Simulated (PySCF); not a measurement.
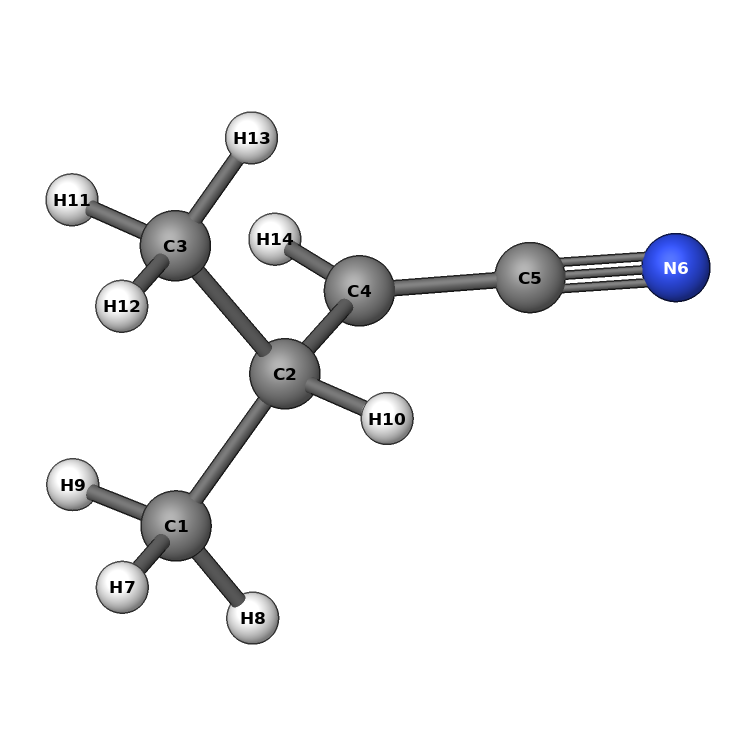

The questions are on Mulliken spin populations. The species is neutral and a spin doublet. The geometry was computed by an optimisation with GFN2-xTB. No frequency run is at hand to confirm it as a minimum. Method: UKS B3LYP, pcH-1 on C H N, non-relativistic (PySCF 2.14.0).

List the Mulliken spin populations.

```tsv
atom	value (e)
C1	0.03
C2	−0.06
C3	0.03
C4	0.84
C5	−0.22
N6	0.41
H7	0.01
H8	0.00
H9	0.00
H10	0.00
H11	0.00
H12	0.01
H13	0.00
H14	−0.04
```

Mulliken values depend strongly on the basis set.
